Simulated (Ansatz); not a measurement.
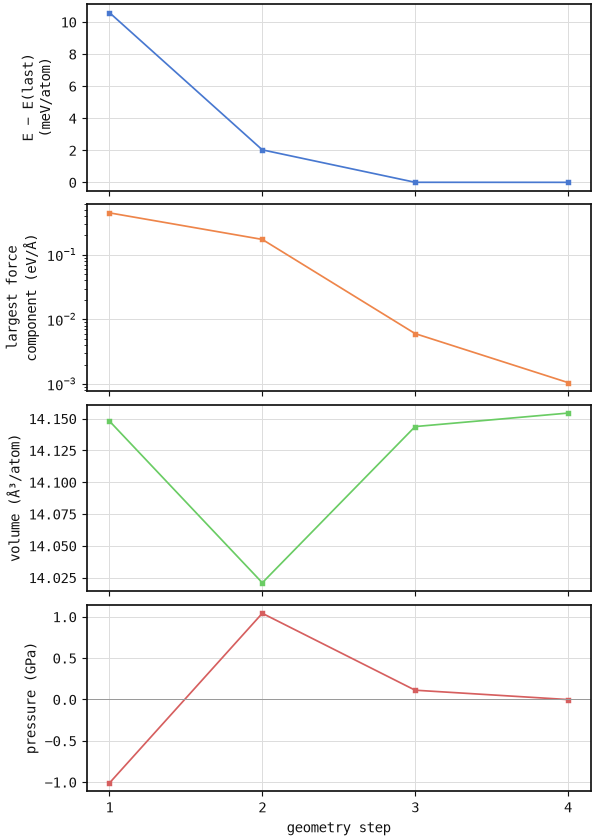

History of a geometry optimisation. Atoms and cell relax. A closing SCF on a freshly chosen basis isn't drawn.

```
crystal:
  lattice:
    - [-3.117666, 3.117666, 2.547271]
    - [3.117666, -3.117666, 2.547271]
    - [3.117666, 3.117666, -2.547271]
  atoms:
    - { symbol: W, position: [0.0, 0.0, 0.0] }
    - { symbol: Si, position: [0.303, 0.303, 0.606] }
    - { symbol: Si, position: [0.303, 0.697, 0.0] }
    - { symbol: Si, position: [0.697, 0.697, 0.394] }
    - { symbol: Si, position: [0.697, 0.303, 0.0] }
    - { symbol: Ti, position: [0.75, 0.25, 0.5] }
    - { symbol: Ti, position: [0.25, 0.75, 0.5] }
  symmetry: { tolerance: 0.0003 }
kpoints:
  mp_grid: { grid: [5, 5, 5], shift: [0.5, 0.5, 0.5] }
magnetization:
  spin_polarized: false
scf:
  occupations: { method: methfessel_paxton, width: 0.2306 }
  convergence: { dr2_threshold: 0.0001 }
hamiltonian:
  pseudopotentials: { kind: paw }
  xc: pbe
basis:
  ecutwfc: 420
output:
  forces: true
  stress: true
  eigenvalues: true
  write_density: true
  write_potential: true
  elf: true
  volumetric_format: npy
relax:
  max_steps: 40
  cell: {}
```

Command:
```bash
ansatz run input.yaml --threads 1 --pin off --max-ram 2560MiB --backend cpu --events-out ev --progress --plain --runs-dir out
```

How did it end, and what did it gain?

The optimisation met its thresholds at geometry 4, counting the start as the first. The energy fell by about 10.5 meV/atom from the first step to the last. The largest force component goes from about 0.44 eV/Å at the start to 1.1 × 10⁻³ eV/Å at the end.

Was the starting cell too large or too small?

The volume grows from 14.15 to 14.15 Å³ per atom (+0.0 %), as the pressure goes from −1 GPa to about 0 GPa.

Is anything amiss with this input?

Its settings were drawn outside the usual range, so the numbers aren't converged properties of the system.
